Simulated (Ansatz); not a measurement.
System: ReS₂I₂.

```xyz
10
Lattice="3.5425 0.0000 0.0000 0.0000 22.4927 0.0000 0.0000 0.0000 3.3333" Properties=species:S:1:pos:R:3 pbc="T T T"
Re    0.0000    0.0000    0.0000
Re    1.7713   11.2463    0.0000
S     0.0000    5.0737    0.0000
S     1.7713   16.3200    0.0000
S     0.0000   17.4190    0.0000
S     1.7713    6.1727    0.0000
I     0.0000    9.5864    1.6666
I     1.7713   20.8327    1.6666
I     0.0000   12.9063    1.6666
I     1.7713    1.6600    1.6666
```

Space group Cmmm; a structure generated by program, which may or may not match a known phase; computed without spin polarisation.

Theory: DFT PBE, scalar-relativistic, plane waves, PAW in Ansatz 0.2.0.

Q: Predict the valence pseudo-density and electron localisation function between the atoms.

A: Re–I (2.94 Å): the density is about 0.33 e/Å³ at the midpoint; the ELF is about 0.45 at the midpoint.

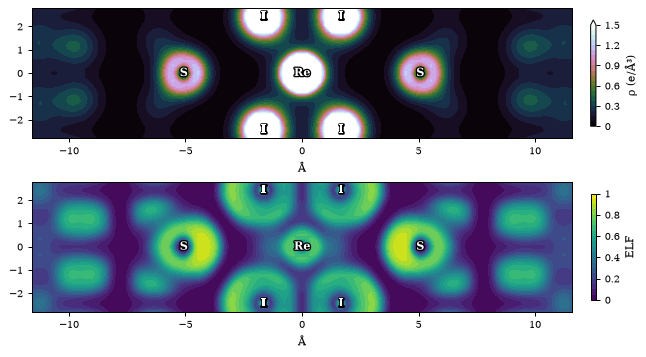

Computed valence pseudo-density and electron localisation function on the (101̄) plane of the conventional cell, in this order. 

Core electrons are frozen (PAW), and the valence fields are smoothed inside the atomic spheres.
